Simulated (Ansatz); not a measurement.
Input file:

```
crystal:
  periodic: [false, false, false]
  atoms:
    - {symbol: B, position_ang: [-0.226600, -0.352800, 0.074700]}
    - {symbol: O, position_ang: [0.413500, 0.801800, 0.345900]}
    - {symbol: H, position_ang: [-0.820300, -0.865500, 0.977800]}
    - {symbol: H, position_ang: [-0.190600, -0.828900, -1.028100]}
    - {symbol: H, position_ang: [0.874000, 1.171800, -0.411700]}
basis:
  gaussian:
    orbitals: def2-SVP
hamiltonian:
  xc: hf
accuracy: high
output: {forces: true, orbitals: {seedname: orbitals}}
```

Launched as:

```sh
ansatz run job.yaml --threads 1 --pin off --max-ram 2610MiB --events-out events.jsonl --progress --plain --runs-dir runs
```

Geometry: PBE0-D4/def2-TZVP.

These are results of Ansatz 0.2.0, isolated molecule in a Gaussian basis; Hartree-Fock, not measurements.

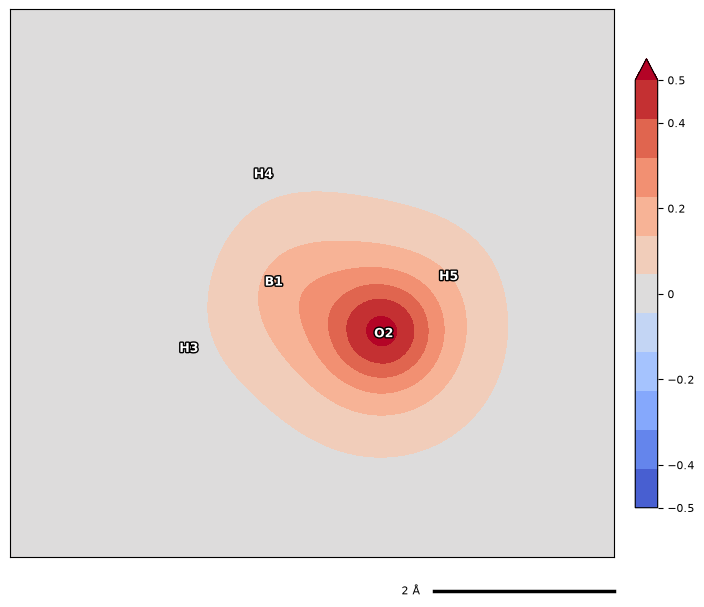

BH3O (SMILES BO). The HOMO−1 on a plane 0.8 Å above the molecular plane (values in Å⁻³ᐟ²; the overall sign is arbitrary).

Describe this orbital and give its energy.

Answer. Its weight (Hirshfeld) is mainly on O2 (about 80 %) and B1 (about 15 %); it changes sign across the molecular plane (π type). Its energy is −14.82 eV.
